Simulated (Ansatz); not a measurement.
Cell of Bi2Te3 on Bi2Te3 (facing Te atop Te, which symmetry holds and which is mostly a maximum against sliding), atoms relaxed in a fixed cell:

```
CELL_PARAMETERS angstrom
      4.35602     0.00000     0.00000
     -2.17801     3.77242     0.00000
      0.00000     0.00000    35.90000
ATOMIC_POSITIONS crystal
  Te 0.33333 0.66667 0.23648
  Bi 0.66667 0.33333 0.28486
  Te 0.00000 0.00000 0.34182
  Bi 0.33333 0.66667 0.39862
  Te 0.66667 0.33333 0.44719
  Te 0.66667 0.33333 0.55281
  Bi 0.33333 0.66667 0.60138
  Te 0.00000 0.00000 0.65817
  Bi 0.66667 0.33333 0.71514
  Te 0.33333 0.66667 0.76352
```

Computed with PBE+D3(BJ) (plane waves to 420 eV, PAW; Ansatz, a first-principles code). No spin–orbit coupling. Its k-point mesh 9×9×1, Fermi–Dirac width 0.01 eV. A dipole correction is on.

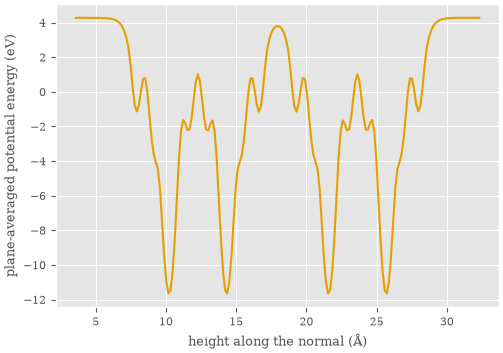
*Smooth (PAW) electrostatic potential energy of an electron, averaged over planes, about its mean*

The curve spans 15.9 eV over the stretch drawn.
